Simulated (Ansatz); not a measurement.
**A computed series for Ti: response to strain**

The reference is Ti in the hcp (Mg type) structure (space group P6_3/mmc, No. 194; relaxed with 0.1 eV smearing).

```xyz
2
Lattice="2.8644 0.0000 0.0000 -1.4322 2.4806 0.0000 0.0000 0.0000 4.5373" Properties=species:S:1:pos:R:3 pbc="T T T"
Ti     1.4322     0.8269     3.4030
Ti     0.0000     1.6538     1.1343
```

Strains are applied to the cell and any free atomic positions relax.

Calculations: LDA (Ansatz, a quantum-chemistry and plane-wave program), no SOC.

Notes on the quantities. energy relative to the base: free energy F.

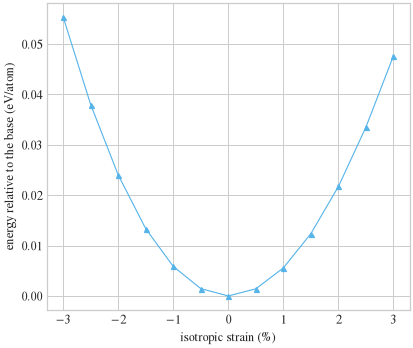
*Energy relative to the base against isotropic strain*

Question: From the plot, what is the energy relative to the base for isotropic strain −2.50 %?

Answer: About 0.038 eV/atom.

Question: Is the trend monotonic over the range shown?

Answer: No, it turns within the range, spanning 0 meV/atom to +55 meV/atom.

No phonon test of stability was made. All final runs are without spin polarisation.
